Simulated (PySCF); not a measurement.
C5H5ClFNO (SMILES N#CCO/C(=C\F)CCl)

Input file:

```
{"job": {"kind": "uv", "xc": "PBE0", "basis": "def2-SVPD", "nstates": 6, "ntriplets": 2}, "charge": 0, "multiplicity": 1}
N      3.441373    -1.395817     1.388977
C      2.653221    -0.744167     0.882625
C      1.663059     0.092554     0.234097
O      0.377733    -0.447443     0.499071
C     -0.706573     0.133899    -0.071835
C     -0.777690     1.236466    -0.815135
F      0.275096     2.018691    -1.142360
C     -1.946286    -0.660291     0.207706
Cl    -2.310430    -1.727208    -1.186893
H      1.754782     1.113414     0.632468
H      1.872042     0.109112    -0.845404
H     -1.701146     1.604168    -1.228810
H     -1.778529    -1.307434     1.066980
H     -2.817330    -0.026418     0.356348
```

Command:

```sh
OMP_NUM_THREADS=1 python probes_run.py task.json out
```

Geometry: GFN2-xTB.

The calculation used PBE0/def2-SVPD, SCF density, gas phase (PySCF).

> What will maps of the electron density and electron localisation function show?

C–N (1.14 Å): ρ at the midpoint is about 3.6 e/Å³; the ELF peaks at about 0.85 between the atoms: a short, multiple covalent bond.
C–C (1.33 Å): the density is about 2.3 e/Å³ at the midpoint; the ELF peaks at about 0.90 between the atoms; a short, multiple covalent bond.
C–F (1.35 Å): ρ at the midpoint is about 2.2 e/Å³, with its minimum of 1.7 e/Å³ about 0.5 Å from C; the ELF peaks at about 0.85 between the atoms (a shared but strongly polarised pair).
C–O (1.36 Å): ρ at the midpoint is about 2.3 e/Å³, with its minimum of 1.9 e/Å³ about 0.5 Å from C; the ELF peaks at about 0.90 between the atoms (a polar covalent bond).

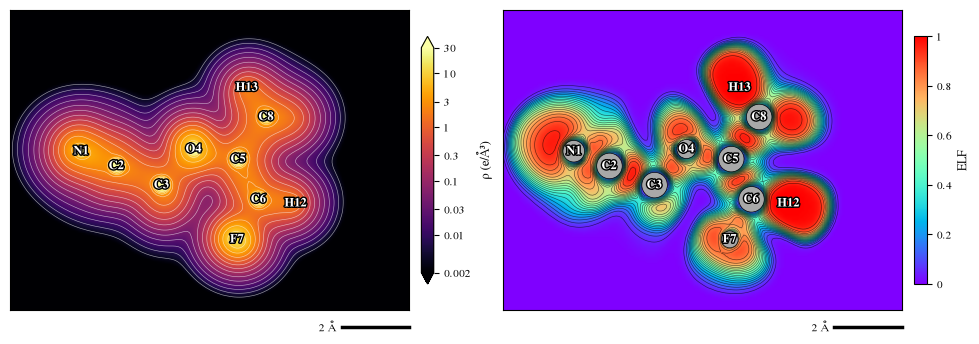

Computed electron density and electron localisation function on the plane of atoms C3, O4 and C5, in this order. Grey discs cover the atomic cores in the ELF map. 
